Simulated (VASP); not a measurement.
Band structure of PbO$_{2}$ (rutile). These are PBEsol GGA, VASP's PBE PAW potentials (set 64) (plane waves; VASP) values and carry that method's errors.

Unless said otherwise, spin-orbit coupling is left out, though it shifts the bands of the heavy elements here.

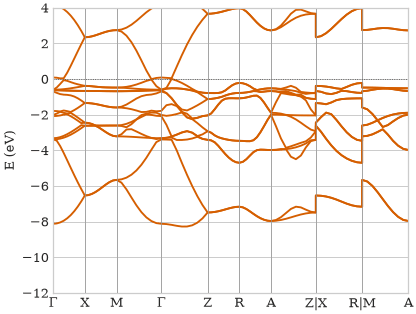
Fig. 1. Bands along high-symmetry lines, zero at the valence-band maximum or, without a gap, the Fermi level

Task: Read the plot: is there a gap, and where are the band edges?

Result: It has no gap at this level: it comes out as a metal or semimetal. (Edges off the drawn lines would not show.)

The compound is PbO2 in the rutile structure. It was relaxed first.
